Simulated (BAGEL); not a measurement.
**C2H4BCl (SMILES C=CBCl), step by step**

Wanted: the energy (HF/def2-SVP), then the energy (NEVPT2(2,2)/def2-SVP), then a single-point energy (CASPT2(2,2)/def2-SVP) of C2H4BCl. 

Program for the calculation: BAGEL 1.2.2.

2 further runs of the same task are left out: 2 set aside as unsound or not needed.

## (1) The system as given

The species is C2H4BCl (8 atoms), meant as a singlet with charge 0. As SMILES, `C=CBCl`. One bond was lengthened or shortened from a relaxed shape.

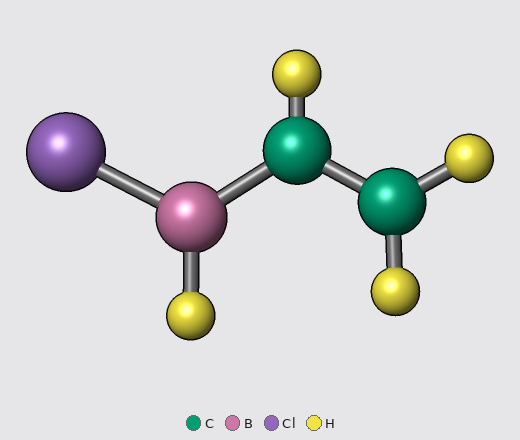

The structure, seen from a chosen angle (carbon teal, boron pink, chlorine purple, hydrogen yellow).

## (2) A single-point energy at HF/def2-SVP (density fitting with svp-jkfit) (run 1)

job.json

```json
{ "bagel": [

{
  "title": "molecule",
  "basis": "svp",
  "df_basis": "svp-jkfit",
  "angstrom": true,
  "geometry": [
    { "atom": "C", "xyz": [    0.451928,    1.203940,   -0.127972 ] },
    { "atom": "C", "xyz": [    0.448328,    0.041740,    0.533128 ] },
    { "atom": "B", "xyz": [   -0.434072,   -1.110360,    0.045628 ] },
    { "atom": "Cl", "xyz": [   -0.460572,   -2.643560,    0.888628 ] },
    { "atom": "H", "xyz": [   -0.165172,    1.344440,   -1.010772 ] },
    { "atom": "H", "xyz": [    1.059628,    2.051040,    0.176928 ] },
    { "atom": "H", "xyz": [    0.984000,   -0.048700,    1.281300 ] },
    { "atom": "H", "xyz": [   -1.130472,   -1.007460,   -0.918372 ] }
  ]
},
{
  "title": "hf"
},
{
  "title": "print",
  "file": "orbitals.molden",
  "orbitals": true
}

]}
```

Started as:

```console
$ BAGEL_NUM_THREADS=1 BAGEL job.json > job.out
```

The program printed:

```text
* using 1 threads per process

  ===============================================================
  ===============================================================

  *** Geometry ***

  { "atom" : "C", "xyz" : [      0.854020,      2.275117,     -0.241832 ] },
  { "atom" : "C", "xyz" : [      0.847217,      0.078877,      1.007466 ] },
  { "atom" : "B", "xyz" : [     -0.820277,     -2.098276,      0.086224 ] },
[... 4 lines of this table left out ...]
  { "atom" : "H", "xyz" : [     -2.136282,     -1.903823,     -1.735472 ] },

  Number of auxiliary basis functions:      425

  Since a DF basis is specified, we compute 2- and 3-index integrals:
    o Being stored without compression. Storage requirement is 0.022 GB

  Number of basis functions:       80
  Number of electrons      :       38

    * METHOD: MOLECULE                             0.17

  *** RHF ***

  === Nuclear Repulsion ===
   121.9514144353

      * DIIS with orbital gradients will be used.

  === RHF iteration (svp) ===
      0       -561.92489960          0.01364901           0.04
      1       -562.01303516          0.00562492           0.04
      2       -562.02481432          0.00132719           0.04
[... 9 lines of this table left out ...]
     12       -562.02589184          0.00000001           0.04
    * SCF iteration converged.

    * Permanent dipole moment:
           (   -0.214142,    -0.808080,     0.184290) a.u.

    * METHOD: HF                                   0.67

    * METHOD: PRINT                                0.02

  ===============================================================
```

Wall time 0.99 s (1 thread of Arm Neoverse V1, shared host); peak memory 0.15 GiB.

## (3) The energy at NEVPT2(2,2)/def2-SVP (density fitting with svp-jkfit) (run 2)

job.json

```json
{ "bagel" : [

{
  "title" : "molecule",
  "basis" : "svp",
  "df_basis" : "svp-jkfit",
  "angstrom" : true,
  "geometry" : [
    { "atom" : "C", "xyz" : [    0.451928,    1.203940,   -0.127972 ] },
    { "atom" : "C", "xyz" : [    0.448328,    0.041740,    0.533128 ] },
    { "atom" : "B", "xyz" : [   -0.434072,   -1.110360,    0.045628 ] },
    { "atom" : "Cl", "xyz" : [   -0.460572,   -2.643560,    0.888628 ] },
    { "atom" : "H", "xyz" : [   -0.165172,    1.344440,   -1.010772 ] },
    { "atom" : "H", "xyz" : [    1.059628,    2.051040,    0.176928 ] },
    { "atom" : "H", "xyz" : [    0.984000,   -0.048700,    1.281300 ] },
    { "atom" : "H", "xyz" : [   -1.130472,   -1.007460,   -0.918372 ] }
  ]
},
{ "title" : "hf" },
{ "title" : "casscf", "nstate" : 1, "nact" : 2, "nclosed" : 18, "active" : [12, 44], "maxiter" : 200, "natocc" : true },
{ "title" : "nevpt2", "nstate" : 1, "nact" : 2, "nclosed" : 18, "active" : [12, 44], "maxiter" : 200, "natocc" : true, "ncore" : 8 },
{ "title" : "print", "file" : "orbitals.molden", "orbitals" : true }

]}
```

Started as:

```console
$ BAGEL_NUM_THREADS=1 BAGEL job.json > job.out
```

The program printed:

```text
* using 1 threads per process

  ===============================================================
  ===============================================================

  *** Geometry ***

  { "atom" : "C", "xyz" : [      0.854020,      2.275117,     -0.241832 ] },
  { "atom" : "C", "xyz" : [      0.847217,      0.078877,      1.007466 ] },
  { "atom" : "B", "xyz" : [     -0.820277,     -2.098276,      0.086224 ] },
[... 4 lines of this table left out ...]
  { "atom" : "H", "xyz" : [     -2.136282,     -1.903823,     -1.735472 ] },

[... 23 lines left out ...]
    * SCF iteration converged.
[... 1 line left out ...]
    * Permanent dipole moment:
[... 27 lines left out ...]
    * Second-order optimization converged. *
[... 9 lines left out ...]
     * ci vector, state   0, <S^2> = 0.0000
[... 3 lines left out ...]
    * METHOD: CASSCF                               2.12

    * freezing 8 orbitals

  === DF-NEVPT2 calculation ===

    * 3-index integral transformation done
    * assembly done

      NEVPT2 correlation energy:   -0.4615426435      0.15

          (+0)     -0.4087126172
          (+0)'    -0.0133205936
          (+1)     -0.0028887730
          (+1)'    -0.0000000000
          (+2)     -0.0001062416
          (-1)     -0.0256295806
          (-1)'     0.0000000000
          (-2)     -0.0108848375

      NEVPT2 total energy:       -562.4988592793

    * METHOD: NEVPT2                               0.22

    * METHOD: PRINT                                0.02

  ===============================================================
```

Wall time 3.3 s (1 thread of Arm Neoverse V1, shared host); peak memory 0.15 GiB.

## (4) A single-point energy at CASPT2(2,2)/def2-SVP (density fitting with svp-jkfit) (run 3)

input.json

```json
{ "bagel": [

{
  "title": "molecule",
  "basis": "svp",
  "df_basis": "svp-jkfit",
  "angstrom": true,
  "geometry": [
    { "atom": "C", "xyz": [    0.451928,    1.203940,   -0.127972 ] },
    { "atom": "C", "xyz": [    0.448328,    0.041740,    0.533128 ] },
    { "atom": "B", "xyz": [   -0.434072,   -1.110360,    0.045628 ] },
    { "atom": "Cl", "xyz": [   -0.460572,   -2.643560,    0.888628 ] },
    { "atom": "H", "xyz": [   -0.165172,    1.344440,   -1.010772 ] },
    { "atom": "H", "xyz": [    1.059628,    2.051040,    0.176928 ] },
    { "atom": "H", "xyz": [    0.984000,   -0.048700,    1.281300 ] },
    { "atom": "H", "xyz": [   -1.130472,   -1.007460,   -0.918372 ] }
  ]
},
{
  "title": "hf"
},
{
  "title": "casscf",
  "nstate": 1,
  "nact": 2,
  "nclosed": 18,
  "active": [12, 44],
  "maxiter": 200,
  "natocc": true
},
{
  "title": "print",
  "file": "orbitals.molden",
  "orbitals": true
},
{
  "title": "smith",
  "method": "caspt2",
  "ms": true,
  "xms": true,
  "sssr": true,
  "shift": 0.2,
  "shift_imag": true,
  "ncore": 8
}

]}
```

Started as:

```console
$ BAGEL_NUM_THREADS=1 BAGEL input.json > input.out
```

The program printed:

```text
* using 1 threads per process

  ===============================================================
  ===============================================================

  *** Geometry ***

  { "atom" : "C", "xyz" : [      0.854020,      2.275117,     -0.241832 ] },
  { "atom" : "C", "xyz" : [      0.847217,      0.078877,      1.007466 ] },
  { "atom" : "B", "xyz" : [     -0.820277,     -2.098276,      0.086224 ] },
[... 4 lines of this table left out ...]
  { "atom" : "H", "xyz" : [     -2.136282,     -1.903823,     -1.735472 ] },

[... 25 lines left out ...]
    * Permanent dipole moment:
[... 37 lines left out ...]
     * ci vector, state   0, <S^2> = 0.0000
[... 21 lines left out ...]
       #      aibj      arbs      arbi      airj      risj      airs      arst      rist         Etot      error   time
[... 9 lines left out ...]
      ------------------------------------------------------------------------------------------------------------------

    * CASPT2 energy : state  0     -562.5031048242
        w/o shift correction       -562.5002718254
        reference weight              0.8563604503

    * METHOD: SMITH                                0.50

  ===============================================================
```

Wall time 3.9 s (1 thread of Arm Neoverse V1, shared host); peak memory 0.16 GiB.

## (5) What came out

```
                                 quantity          value
         run 1, HF/def2-SVP: total energy  -562.02589 Eh
        run 1, HF/def2-SVP: dipole moment         2.18 D
          run 1, HF/def2-SVP: HOMO energy      -10.77 eV
          run 1, HF/def2-SVP: LUMO energy        1.85 eV
        run 1, HF/def2-SVP: HOMO–LUMO gap       12.62 eV
run 2, NEVPT2(2,2)/def2-SVP: total energy  -562.49886 Eh
run 3, CASPT2(2,2)/def2-SVP: total energy  -562.50310 Eh
```
